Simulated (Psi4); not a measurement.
# GeH2O (SMILES [O]=[GeH2]) at MP2/6-31G(d) (density fitting with def2-universal-jkfit, density fitting for correlation, spherical functions, sweep point 3)

Aim: the vertical electron affinity of GeH2O at MP2/6-31G* (density fitting with def2-universal-jkfit, density fitting for correlation, spherical functions, sweep point 3), from 2 runs. 

Program for the calculation: Psi4 1.11.

**1. The structure to begin with**

GeH2O: 4 atoms, total charge 0, spin state singlet. SMILES: `[O]=[GeH2]`. Geometry: a GFN2-xTB relaxation, a rough one for these elements and not checked as a minimum.

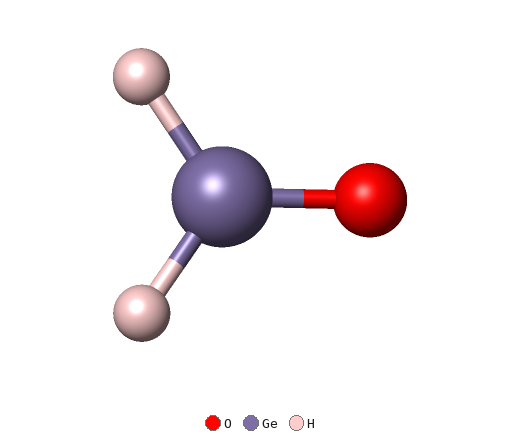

Viewed from a chosen angle; oxygen red, germanium purple, hydrogen pink.

**2. A single-point energy at MP2/6-31G(d) (density fitting with def2-universal-jkfit, density fitting for correlation, spherical functions, sweep point 3)**

Contents of geh2o.py:

```python
import psi4

psi4.set_memory(1600000000)
psi4.set_num_threads(1)
psi4.set_output_file('output.dat', False)

geom = psi4.geometry("""
0 1
O     -0.057340    -0.939430     1.305970
Ge    -0.001210    -0.020580     0.028630
H     -1.112200     0.070350    -1.011580
H      1.170750     0.889670    -0.323020
symmetry c1
""")

psi4.set_options({
    'basis': '6-31G*',
    'puream': True,
    'scf_type': 'df',
    'num_frozen_docc': 10,
    'df_basis_scf': 'def2-universal-jkfit',
})

e_tot = psi4.energy('mp2')
print(f'total energy {e_tot:.8f} hartree = {e_tot * 27.211386:.5f} eV')
```

Launch:

```
$ python geh2o.py
```

output.dat:

```text
[...]
  Running in c1 symmetry.
[...]
  Nuclear repulsion =  111.550659830594327
[...]
  Multiplicity = 1
[...]
  Nalpha       = 21
  Nbeta        = 21
[...]
    Number of basis functions: 50
[...]
   @DF-RHF iter   1: -2150.10069402695217   -3.32453e+00   4.49225e-02 ADIIS/DIIS
[...]
   @DF-RHF iter  12: -2151.02889101939081   -1.81899e-12   2.90103e-09 DIIS
[...]
    Orbital Energies [Eh]
    ---------------------
    Doubly Occupied:
       1A   -405.285666     2A    -52.222289     3A    -46.314712
       4A    -46.311617     5A    -46.309882     6A    -20.517361
       7A     -7.253625     8A     -5.232230     9A     -5.225637
      10A     -5.225106    11A     -1.689184    12A     -1.680576
      13A     -1.680260    14A     -1.679611    15A     -1.679210
      16A     -1.222512    17A     -0.709318    18A     -0.541132
      19A     -0.499805    20A     -0.435528    21A     -0.425066
[...]
  @DF-RHF Final Energy: -2151.02889101939081
   => Energetics <=
    Nuclear Repulsion Energy =            111.5506598305943271
    One-Electron Energy =               -3220.8784458830314179
    Two-Electron Energy =                 958.2988950330462785
    Total Energy =                      -2151.0288910193908123
[...]
 Multipole Moments:
 ------------------------------------------------------------------------------------
     Multipole            Electronic (a.u.)      Nuclear  (a.u.)        Total (a.u.)
 ------------------------------------------------------------------------------------
 L = 1.  Multiply by 2.5417464519 to convert [e a0] to [Debye]
 Dipole X            :          0.0735010           -0.0112925            0.0622086
 Dipole Y            :          1.1995036           -0.1816981            1.0178055
 Dipole Z            :         -1.6674165            0.2525175           -1.4148990
 Magnitude           :                                                    1.7440576
[...]
```

The script printed:

```text
total energy -2151.47058753 hartree = -58544.49662 eV
```

Run time: 1.8 s. Hardware: 1 thread of Intel Xeon Platinum 8488C (Sapphire Rapids), shared host; peak memory 0.2 GiB.

**3. The doublet anion at the same level**

Contents of run.py:

```python
import psi4

psi4.set_memory(1600000000)
psi4.set_num_threads(1)
psi4.set_output_file('geh2o.out', False)

mol = psi4.geometry("""
-1 2
O     -0.057340    -0.939430     1.305970
Ge    -0.001210    -0.020580     0.028630
H     -1.112200     0.070350    -1.011580
H      1.170750     0.889670    -0.323020
symmetry c1
""")

psi4.set_options({
    'basis': '6-31G*',
    'reference': 'uhf',
    'puream': True,
    'scf_type': 'df',
    'num_frozen_docc': 10,
    'maxiter': 100,
    'df_basis_scf': 'def2-universal-jkfit',
})

e = psi4.energy("mp2")
print('E =', round(e, 9))
```

Launch:

```
$ python run.py
```

geh2o.out:

```text
[...]
  Running in c1 symmetry.
[...]
  Nuclear repulsion =  111.550659830594327
[...]
  Multiplicity = 2
[...]
  Nalpha       = 22
  Nbeta        = 21
[...]
    Number of basis functions: 50
[...]
   @DF-UHF iter   1: -2149.87061791497263   -3.09445e+00   4.62431e-02 DIIS/ADIIS
[...]
   @DF-UHF iter  15: -2151.00342017490311   -7.27596e-12   8.83853e-09 DIIS
[...]
   @S^2 Observed:                7.663545317E-01
[...]
    Orbital Energies [Eh]
    ---------------------
    Alpha Occupied:
       1A   -405.000443     2A    -51.937117     3A    -46.029843
       4A    -46.026992     5A    -46.025067     6A    -20.246723
       7A     -6.969580     8A     -4.947228     9A     -4.943484
      10A     -4.942344    11A     -1.405267    12A     -1.398341
      13A     -1.395992    14A     -1.395440    15A     -1.394686
      16A     -0.979234    17A     -0.471532    18A     -0.289828
      19A     -0.255890    20A     -0.248621    21A     -0.173691
      22A      0.007585
    Alpha Virtual:
      23A      0.338588    24A      0.354992    25A      0.398041
[...]
  @DF-UHF Final Energy: -2151.00342017490311
   => Energetics <=
    Nuclear Repulsion Energy =            111.5506598305943271
    One-Electron Energy =               -3232.4016847163748025
    Two-Electron Energy =                 969.8476047108773628
    Total Energy =                      -2151.0034201749031126
  UHF NO Occupations:
  HONO-2 :   20  A 1.9971199
  HONO-1 :   21  A 1.9958769
[...]
 Multipole Moments:
 ------------------------------------------------------------------------------------
     Multipole            Electronic (a.u.)      Nuclear  (a.u.)        Total (a.u.)
 ------------------------------------------------------------------------------------
 L = 1.  Multiply by 2.5417464519 to convert [e a0] to [Debye]
 Dipole X            :          0.0551221           -0.0112925            0.0438296
 Dipole Y            :          0.9002386           -0.1816981            0.7185405
 Dipole Z            :         -1.2513355            0.2525175           -0.9988180
 Magnitude           :                                                    1.2312022
[...]
```

Standard output:

```text
E = -2151.440871267
```

Run time: 1.8 s. Hardware: 1 thread of Intel Xeon Platinum 8488C (Sapphire Rapids), shared host; peak memory 0.2 GiB.

**4. Summary of results**

At MP2/6-31G* (density fitting with def2-universal-jkfit, density fitting for correlation, spherical functions, sweep point 3), 10 core orbitals frozen:

```
                                                                 quantity           value
                                              singlet GeH2O: total energy  -2151.47059 Eh
                       singlet GeH2O: HOMO energy (Hartree–Fock orbitals)       -11.57 eV
                       singlet GeH2O: LUMO energy (Hartree–Fock orbitals)         1.17 eV
                     singlet GeH2O: HOMO–LUMO gap (Hartree–Fock orbitals)        12.74 eV
              singlet GeH2O: correlation energy (10 core orbitals frozen)      -441.7 mEh
                                              doublet anion: total energy  -2151.44087 Eh
doublet anion: HOMO energy (Hartree–Fock orbitals) (highest over α and β)         0.21 eV
 doublet anion: LUMO energy (Hartree–Fock orbitals) (lowest over α and β)         8.40 eV
              doublet anion: correlation energy (10 core orbitals frozen)      -437.5 mEh
                         doublet anion: ⟨S²⟩ of the reference determinant           0.766
                        vertical electron affinity (to the doublet anion)       -0.809 eV
```

What this shows: The anion lies 0.81 eV (78.0 kJ/mol) above the neutral: the electron isn't bound at this level, and such a value depends on the basis. Without diffuse functions anions come out too high. The HOMO (doublet anion) lies at positive energy, 0.21 eV: the electron is unbound at this level or held by a compact basis; values depend on the basis.
